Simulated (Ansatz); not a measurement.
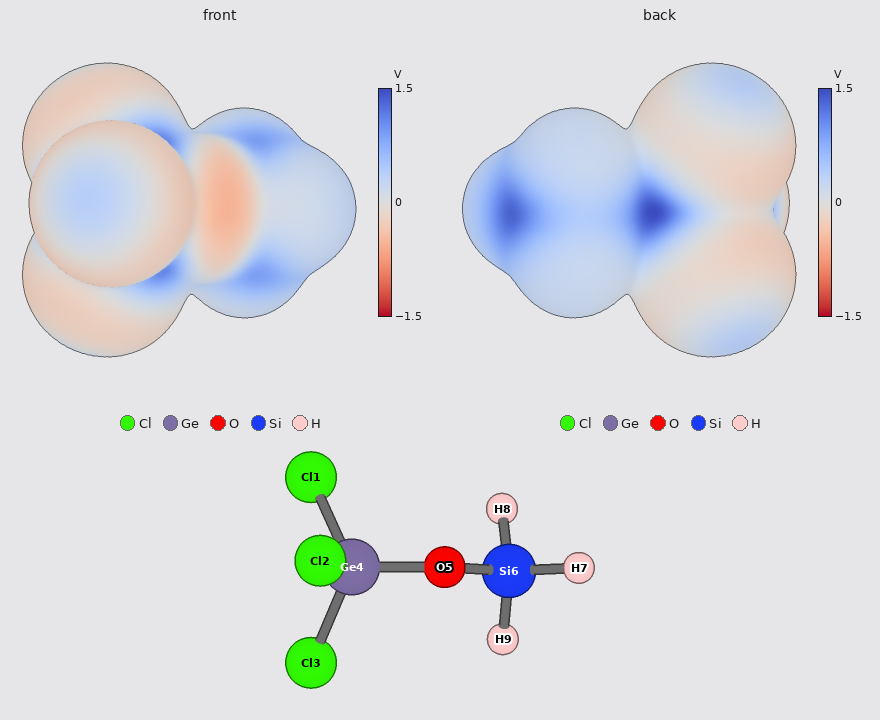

Figure 1: Cl₃GeH₃OSi (SMILES [SiH3][O][Ge]([Cl])([Cl])[Cl]). The electrostatic potential painted on the density surface at 0.001 e/bohr³, seen from the front and from behind; the colour scale runs from red (negative) to blue (positive). The bare structure is drawn below in the same view.

Geometry: PBE0-D4/def2-SVP.

Level of theory: isolated molecule in a Gaussian basis; Kohn-Sham density functional theory, functional PBE0 (Ansatz).

```xyz
9

Cl   -1.9562    1.0559   -1.6428
Cl    1.2924    2.2181   -2.1282
Cl   -0.2617    2.5740    0.9699
Ge   -0.0448    1.3282   -0.7439
O     0.6123   -0.2070   -0.2780
Si    0.1946   -1.4774    0.7361
H     1.2707   -2.4961    0.6103
H    -1.1173   -2.0502    0.3163
H     0.0984   -0.9918    2.1432
```

Question: Describe the electrostatic potential map.

Answer: The most negative region (about −0.5 V) lies over O5, the most positive (about +1.3 V) over Ge4 and Si6. Cl1 shows a σ-hole: about +0.4 V at the tip opposite its bond, against about −0.1 V on its flanks. Cl2 shows a σ-hole: about +0.4 V at the tip opposite its bond, against about −0.2 V on its flanks. Cl3 shows a σ-hole: about +0.4 V at the tip opposite its bond, against about −0.1 V on its flanks.
